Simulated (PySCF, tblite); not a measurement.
# C₁₀H₂₀NaO₂S₃+: electronic excitations, NMR shifts, part 2 of 2

tblite 0.8.0 and PySCF 2.14.0. Atoms count from 0.

## Step 5: NMR shifts: GIAO B97-D/pcSseg-1

Job settings and geometry (Å):

```
{"job": {"kind": "nmr", "basis": "pcSseg-1", "pop": false, "xc": "B97-D"}, "charge": 1, "multiplicity": 1}
C     -1.819402    -2.616257     0.095033
C     -0.504831    -3.344654    -0.111442
S      0.633563    -2.349112    -1.137681
C      2.209526    -2.471311    -0.216192
C      3.038227    -1.235485    -0.502968
O      2.368796    -0.084247    -0.015790
C      2.991374     1.109329    -0.463994
C      2.140577     2.311456    -0.111708
S      0.588263     2.263881    -1.077081
C     -0.399389     3.550300    -0.228413
C     -1.807155     3.071627     0.070213
S     -1.832661     1.736623     1.321468
C     -2.939044     0.507780     0.542496
C     -2.824302    -0.818886     1.279237
O     -1.621154    -1.505440     0.959663
Na     0.259150    -0.190095     0.898735
H     -2.209182    -2.281313    -0.874536
H     -2.540527    -3.310140     0.548358
H     -0.025974    -3.538144     0.848766
H     -0.686411    -4.285200    -0.631685
H      1.985485    -2.542498     0.850107
H      2.741392    -3.362675    -0.550290
H      3.180338    -1.146261    -1.588239
H      4.022391    -1.326934    -0.021961
H      3.116348     1.068750    -1.554374
H      3.980437     1.209431     0.004993
H      2.673886     3.224840    -0.374597
H      1.891658     2.311013     0.951027
H     -0.443617     4.416945    -0.890302
H      0.124214     3.819810     0.688475
H     -2.281761     2.683769    -0.830333
H     -2.400294     3.896189     0.470517
H     -3.957998     0.888831     0.611957
H     -2.644482     0.393318    -0.501354
H     -2.818775    -0.634017     2.358898
H     -3.688805    -1.444738     1.040006
```

With the program's defaults for keys left out, this is: GIAO B97-D/pcSseg-1 NMR shielding, non-relativistic, gas phase.

The log of the run:

```text
start: PBE on a coarse grid of 30189 points
cycle   1  E = -1898.5096217803  dE =  1.763e+00  |g| = 8.974e-01  |ddm| = 5.508e+00
cycle   2  E = -1898.1050668238  dE =  4.046e-01  |g| = 1.697e+00  |ddm| = 2.372e+00
cycle   3  E = -1898.6620276177  dE = -5.570e-01  |g| = 2.324e-01  |ddm| = 1.822e+00
cycle   4  E = -1898.6722269414  dE = -1.020e-02  |g| = 7.661e-02  |ddm| = 2.801e-01
cycle   5  E = -1898.6734802475  dE = -1.253e-03  |g| = 2.680e-02  |ddm| = 8.817e-02
cycle   6  E = -1898.6736471825  dE = -1.669e-04  |g| = 8.234e-03  |ddm| = 4.093e-02
final grid: 258408 points
cycle   7  E = -1899.7412399959  dE = -3.438e-03  |g| = 1.856e-01  |ddm| = 3.750e-01
cycle   8  E = -1899.7325217977  dE =  8.718e-03  |g| = 2.702e-01  |ddm| = 3.483e-01
cycle   9  E = -1899.7450805933  dE = -1.256e-02  |g| = 6.060e-02  |ddm| = 2.543e-01
cycle  10  E = -1899.7457293893  dE = -6.488e-04  |g| = 9.914e-03  |ddm| = 5.789e-02
cycle  11  E = -1899.7457552325  dE = -2.584e-05  |g| = 2.577e-03  |ddm| = 1.565e-02
cycle  12  E = -1899.7457563902  dE = -1.158e-06  |g| = 4.552e-04  |ddm| = 2.742e-03
cycle  13  E = -1899.7457586430  dE = -2.253e-06  |g| = 1.677e-04  |ddm| = 6.661e-04
cycle  14  E = -1899.7457571987  dE =  1.444e-06  |g| = 5.741e-05  |ddm| = 1.880e-04
converged SCF energy = -1899.7457571987

GIAO shielding tensors (ppm)
atom      isotropic    diamagn.    paramagn.     s11        s22        s33       span
  0 C      104.440     244.995    -140.555     66.438    100.714    146.168     79.730
  1 C      137.230     254.936    -117.706    117.341    138.261    156.087     38.746
  2 S      538.986    1063.924    -524.938    335.388    528.723    752.848    417.460
  3 C      134.643     258.575    -123.932    106.601    142.391    154.937     48.336
  4 C      107.207     242.864    -135.657     76.892     90.408    154.321     77.429
  5 O      276.128     409.224    -133.095    216.988    304.161    307.237     90.249
  6 C      106.401     242.717    -136.316     74.862     90.968    153.373     78.511
  7 C      135.882     257.730    -121.848    107.103    142.876    157.668     50.565
  8 S      522.398    1063.363    -540.965    342.597    470.624    753.972    411.375
  9 C      139.068     255.121    -116.052    118.248    139.409    159.548     41.301
 10 C      137.540     254.542    -117.002    115.088    137.464    160.069     44.981
 11 S      531.106    1062.607    -531.501    333.243    485.865    774.210    440.967
 12 C      136.441     254.748    -118.306    110.734    140.666    157.924     47.190
 13 C      106.977     243.789    -136.812     74.865     91.813    154.253     79.388
 14 O      293.758     406.443    -112.685    251.067    289.420    340.788     89.721
 15 Na     567.455     635.285     -67.830    546.469    567.270    588.626     42.157
 16 H       28.051      32.041      -3.989     23.721     27.845     32.588      8.867
 17 H       27.725      27.098       0.626     22.420     27.420     33.333     10.913
 18 H       29.491      32.650      -3.159     25.110     28.826     34.538      9.428
 19 H       27.951      27.874       0.077     21.206     27.104     35.542     14.336
 20 H       29.575      35.173      -5.598     26.394     28.159     34.172      7.777
 21 H       27.855      28.187      -0.332     21.706     26.636     35.223     13.517
 22 H       28.247      30.025      -1.779     23.496     28.042     33.202      9.707
 23 H       27.487      26.402       1.085     22.445     26.487     33.530     11.085
 24 H       28.102      30.149      -2.047     23.328     28.183     32.794      9.466
 25 H       27.424      26.516       0.908     22.115     26.782     33.375     11.260
 26 H       28.147      28.595      -0.448     21.911     27.096     35.434     13.523
 27 H       29.413      35.432      -6.018     26.176     28.294     33.771      7.595
 28 H       27.871      28.474      -0.603     20.747     27.233     35.633     14.885
 29 H       29.873      32.706      -2.833     24.698     29.691     35.231     10.533
 30 H       29.718      32.992      -3.274     24.855     29.465     34.834      9.979
 31 H       27.861      28.024      -0.163     20.757     27.245     35.580     14.823
 32 H       28.354      28.909      -0.555     21.676     27.853     35.534     13.857
 33 H       29.167      34.772      -5.604     26.412     28.126     32.964      6.552
 34 H       27.668      29.605      -1.937     22.267     27.779     32.959     10.692
 35 H       27.809      27.522       0.287     22.011     28.334     33.083     11.072
```

It took 32 s on 1 thread of Intel Xeon 6975P-C, shared host; peak memory 0.57 GiB.

Shifts follow as δ = σ(reference) − σ, with reference shieldings (ppm) from runs at the same level and on the same kind of geometry: ¹H TMS 31.85, ¹³C TMS 181.8, ¹⁷O H2O 332.1. The references are single molecules in the gas phase, so shifts against H2O, NH3, PH3, H3PO4 or CFCl3 are not on the usual liquid scales and can be off by tens of ppm. Atoms listed in one row are averaged.

```
             atoms                         environment  σ (ppm)  δ (ppm)
            C0, C4                 sp3 CH2 bonded to O    105.8     75.9
           C6, C13                 sp3 CH2 bonded to O    106.7     75.1
            C1, C3                 sp3 CH2 bonded to S    135.9     45.8
           C7, C12                 sp3 CH2 bonded to S    136.2     45.6
           C9, C10                 sp3 CH2 bonded to S    138.3     43.5
H24, H25, H34, H35  hydrogen on an sp3 CH2 bonded to O    27.75     4.10
H16, H17, H22, H23  hydrogen on an sp3 CH2 bonded to O    27.88     3.97
H18, H19, H20, H21  hydrogen on an sp3 CH2 bonded to S    28.72     3.13
H26, H27, H32, H33  hydrogen on an sp3 CH2 bonded to S    28.77     3.08
H28, H29, H30, H31  hydrogen on an sp3 CH2 bonded to S    28.83     3.02
           S8, S11                                          527        –
                S2                                          539        –
           O5, O14                                        284.9     47.2
              Na15                                          567        –
```

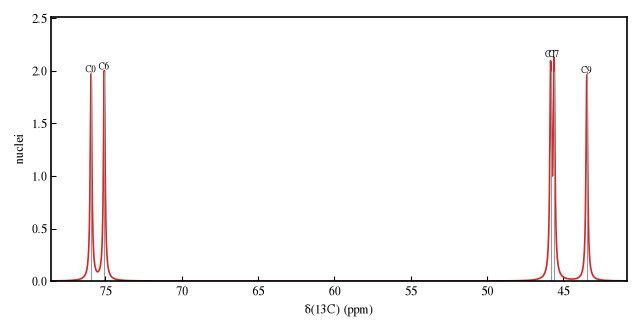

¹³C lines at the computed shifts, without couplings. Lines are broadened to a width of 0.13 ppm (Lorentzian).

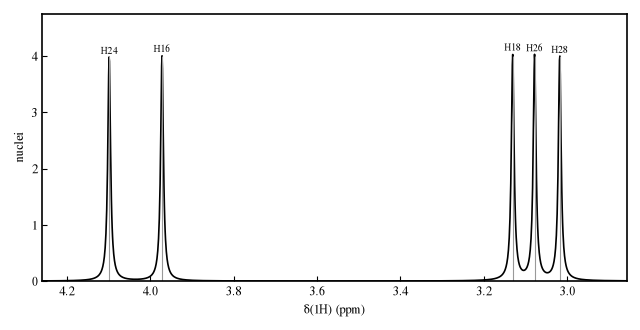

¹H lines at the computed shifts, without couplings. Lines are broadened to a width of 0.01 ppm (Lorentzian).

## Step 6: Results

The summary covers parts 1 to 2.

```
                                                                quantity                               value
                               strongest single infrared mode (GFN2-xTB)                1115 cm⁻¹, 78 km/mol
                                            zero-point energy (GFN2-xTB)                      181.3 kcal/mol
                                       lowest singlet (CAM-B3LYP/6-31G*)         5.56 eV (223 nm), f = 0.001
                                brightest single state of those computed         state 4, 6.02 eV, f = 0.013
                                                          lowest triplet                             5.07 eV
                                       vertical electron affinity (ΔSCF)                             2.22 eV
¹³C shifts against TMS (B97-D/pcSseg-1, means over atoms taken as alike)    75.9, 75.1, 45.8, 45.6, 43.5 ppm
 ¹H shifts against TMS (B97-D/pcSseg-1, means over atoms taken as alike)    4.10, 3.97, 3.13, 3.08, 3.02 ppm
¹⁷O shifts against H2O (B97-D/pcSseg-1, means over atoms taken as alike)                            47.2 ppm
shieldings of S, Na (B97-D/pcSseg-1, a mean where the table joins atoms)  S8 526.8, S2 539.0, Na15 567.5 ppm
```

The lowest mode is slightly imaginary (9i cm⁻¹), a soft motion within the noise of the Hessian, so the minimum is not strictly shown. The strongest single mode, at 1115 cm⁻¹, is spread over several atoms, C6, O5, C4 among them. Unscaled tight-binding wavenumbers are off by several per cent, some by more. Its intensities can rank the bands wrongly. The first singlet state (HOMO→LUMO+3 0.33, HOMO→LUMO 0.19) lies at 5.56 eV and is dark; of the 8 states computed, the strongest absorption comes from state 4 at 6.02 eV. The lowest triplet lies 0.49 eV below the lowest singlet.
